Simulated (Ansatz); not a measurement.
Consider B$_{2}$H$_{2}$O.

```xyz
5

B    -0.3800    0.3964   -0.3825
B     0.5692   -0.5984    0.5805
O     1.2493   -1.3103    1.2675
H    -0.9520   -0.0528   -1.3382
H    -0.4865    1.5650   -0.1272
```

Theory: Ansatz, RKS CAM-B3LYP/def2-SVP.

What can the converged electron density and electron localisation function tell about the bonding?

B–O (1.20 Å): ρ is about 3.1 e/Å³ halfway; the ELF peaks at about 0.85 between the atoms: a shared but strongly polarised pair.
B–B (1.68 Å): ρ at the midpoint is about 1.1 e/Å³; the ELF peaks at about 1 between the atoms, as expected for localised, covalent bonding.
B–H (1.20 Å): the density is about 1.2 e/Å³ at the midpoint; the ELF climbs to about 1 towards the hydrogen, as it does in any bond to H; a covalent bond by its length.

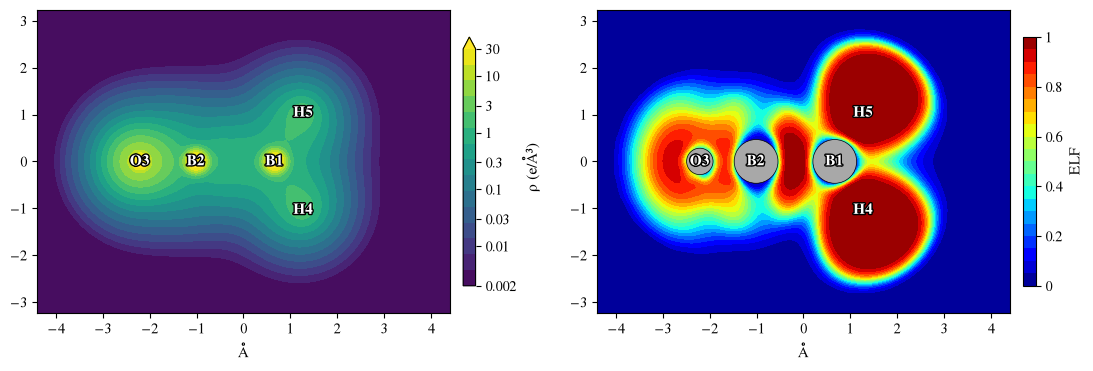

Computed electron density and electron localisation function on the molecular plane, in this order. Grey discs cover the atomic cores in the ELF map. 
